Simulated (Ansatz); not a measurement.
# C3H10Si (trimethylsilane) at BHLYP/cc-pVDZ

What is the vertical ionisation energy of C3H10Si (trimethylsilane) at BHLYP/cc-pVDZ? 

The calculation is run with Ansatz 0.2.0.

46 further runs of the same task are left out: 1 that didn't finish, 45 set aside as unsound or not needed.

### Step 1. The system as given

C3H10Si has 14 atoms, charge 0, and is taken as a singlet. As SMILES, `C[SiH](C)C`. Geometry: relaxed at PBE0-D4/def2-TZVP.

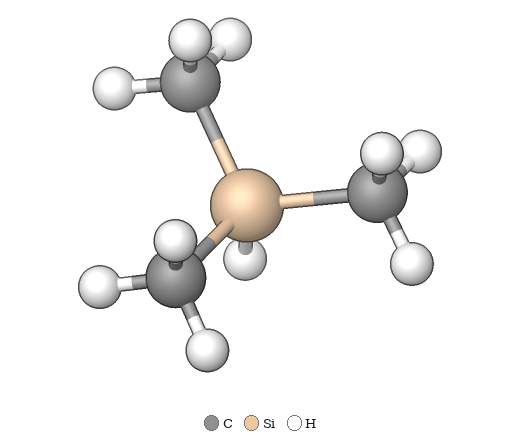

The structure, seen from a chosen angle (carbon grey, silicon light orange, hydrogen white).

### Step 2. The energy at BHLYP/cc-pVDZ

Input file input.yaml:

```yaml
crystal:
  periodic: [false, false, false]
  atoms:
    - {symbol: C, position_ang: [-0.956800, 1.082600, -1.038400]}
    - {symbol: Si, position_ang: [-0.338800, -0.014600, 0.348900]}
    - {symbol: C, position_ang: [1.239400, 0.684100, 1.077800]}
    - {symbol: C, position_ang: [-0.051300, -1.756700, -0.277600]}
    - {symbol: H, position_ang: [-1.888100, 0.697200, -1.460900]}
    - {symbol: H, position_ang: [-1.145900, 2.098700, -0.683100]}
    - {symbol: H, position_ang: [-0.221600, 1.141300, -1.845900]}
    - {symbol: H, position_ang: [-1.379500, -0.059300, 1.420400]}
    - {symbol: H, position_ang: [2.029000, 0.733500, 0.322800]}
    - {symbol: H, position_ang: [1.601800, 0.063500, 1.901200]}
    - {symbol: H, position_ang: [1.081800, 1.694100, 1.464300]}
    - {symbol: H, position_ang: [-0.968800, -2.184000, -0.689800]}
    - {symbol: H, position_ang: [0.706900, -1.767300, -1.065700]}
    - {symbol: H, position_ang: [0.291900, -2.413100, 0.526000]}
basis:
  gaussian:
    orbitals: cc-pVDZ
hamiltonian:
  xc: {name: BHLYP}
accuracy: high
output: {orbitals: {seedname: orbitals}}
```

Launch:

```bash
$ ansatz run input.yaml --threads 1 --pin off --max-ram 3480MiB --events-out events.jsonl --progress --plain --runs-dir runs
```

The program printed:

```text
Warning: RAYON_NUM_THREADS=1 ignored (pool sized by the plan → 1); use --threads N
Functional definition: BHLYP
  name "BHLYP"
  parameter a = 0.5
  exchange = (1 - a)*b88_x + a*exact_x
  correlation = lyp_c
2718 factors; integrals over basis functions are off by at most 4.0e-9 eV
mean field evaluation 1: about -11143.1935 eV, gradient 5.3e1 eV
mean field evaluation 2: about -11145.4808 eV, gradient 4.2e1 eV
mean field evaluation 4: about -11149.9442 eV, gradient 1.7e0 eV
mean field evaluation 8: about -11150.4358 eV, gradient 1.1e-1 eV
mean field evaluation 16: about -11150.4358 eV, gradient 1.3e-5 eV
mean field -11150.43582646 eV, -409.7709585857 hartree, gradient 4.1e-8 eV, S^2 0.000000; 0 other end points of the search recorded, 0 dependent functions left out
reference -11150.43585868 eV, -409.7709597696 hartree; 21, 21 occupied and 89, 89 virtual orbitals, 2718 factors
Total energy: -11150.43585868 eV, -409.7709597696 hartree
```

Run time: 15 s. Hardware: 1 thread of Arm Neoverse V1, shared host; peak memory 0.45 GiB.

### Step 3. The doublet cation at the same level

Input file in.yaml:

```yaml
crystal:
  periodic: [false, false, false]
  atoms:
    - {symbol: C, position_ang: [-0.956800, 1.082600, -1.038400]}
    - {symbol: Si, position_ang: [-0.338800, -0.014600, 0.348900]}
    - {symbol: C, position_ang: [1.239400, 0.684100, 1.077800]}
    - {symbol: C, position_ang: [-0.051300, -1.756700, -0.277600]}
    - {symbol: H, position_ang: [-1.888100, 0.697200, -1.460900]}
    - {symbol: H, position_ang: [-1.145900, 2.098700, -0.683100]}
    - {symbol: H, position_ang: [-0.221600, 1.141300, -1.845900]}
    - {symbol: H, position_ang: [-1.379500, -0.059300, 1.420400]}
    - {symbol: H, position_ang: [2.029000, 0.733500, 0.322800]}
    - {symbol: H, position_ang: [1.601800, 0.063500, 1.901200]}
    - {symbol: H, position_ang: [1.081800, 1.694100, 1.464300]}
    - {symbol: H, position_ang: [-0.968800, -2.184000, -0.689800]}
    - {symbol: H, position_ang: [0.706900, -1.767300, -1.065700]}
    - {symbol: H, position_ang: [0.291900, -2.413100, 0.526000]}
basis:
  gaussian: {orbitals: cc-pVDZ}
accuracy: high
total_charge: 1
hamiltonian: {xc: {name: BHLYP}}
output: {orbitals: {seedname: orbitals}}
magnetization: {spin_polarized: true, initial_magnetization: 1}
```

Launch:

```bash
$ ansatz run in.yaml --threads 1 --pin off --max-ram 3480MiB --events-out events.jsonl --progress --plain --runs-dir runs
```

The program printed:

```text
Warning: RAYON_NUM_THREADS=1 ignored (pool sized by the plan → 1); use --threads N
[... 5 set-up lines as earlier in the session ...]
2714 factors; integrals over basis functions are off by at most 3.9e-9 eV
mean field evaluation 1: about -11127.9249 eV, gradient 4.8e1 eV
mean field evaluation 2: about -11128.3905 eV, gradient 4.5e1 eV
mean field evaluation 4: about -11139.4212 eV, gradient 2.2e0 eV
mean field evaluation 8: about -11139.5411 eV, gradient 4.4e-1 eV
mean field evaluation 16: about -11139.7586 eV, gradient 4.9e-1 eV
mean field evaluation 32: about -11139.7867 eV, gradient 1.7e-6 eV
mean field evaluation 64: about -11139.7869 eV, gradient 1.1e-2 eV
mean field -11139.78689606 eV, -409.3796176113 hartree, gradient 3.3e-8 eV, S^2 0.763768; 8 other end points of the search recorded, 0 dependent functions left out
reference -11139.78692648 eV, -409.3796187293 hartree; 21, 20 occupied and 89, 90 virtual orbitals, 2714 factors
Total energy: -11139.78692648 eV, -409.3796187293 hartree
```

Wall time 2 min (1 thread of Arm Neoverse V1, shared host); peak memory 0.62 GiB.

### Step 4. What came out

At BHLYP/cc-pVDZ:

```
                                          quantity          value
                     singlet C3H10Si: total energy  -409.77096 Eh
                      singlet C3H10Si: HOMO energy       -9.68 eV
                      singlet C3H10Si: LUMO energy        2.45 eV
                    singlet C3H10Si: HOMO–LUMO gap       12.13 eV
                      doublet cation: total energy  -409.37962 Eh
doublet cation: HOMO energy (highest over α and β)      -15.00 eV
 doublet cation: LUMO energy (lowest over α and β)      -11.62 eV
                              doublet cation: ⟨S²⟩          0.764
vertical ionisation energy (to the doublet cation)      10.649 eV
```

**Reading.** Removing an electron at fixed nuclei costs 10.65 eV (1027 kJ/mol). −ε(HOMO) before ionisation, 9.68 eV, is 0.96 eV below this ionisation energy.
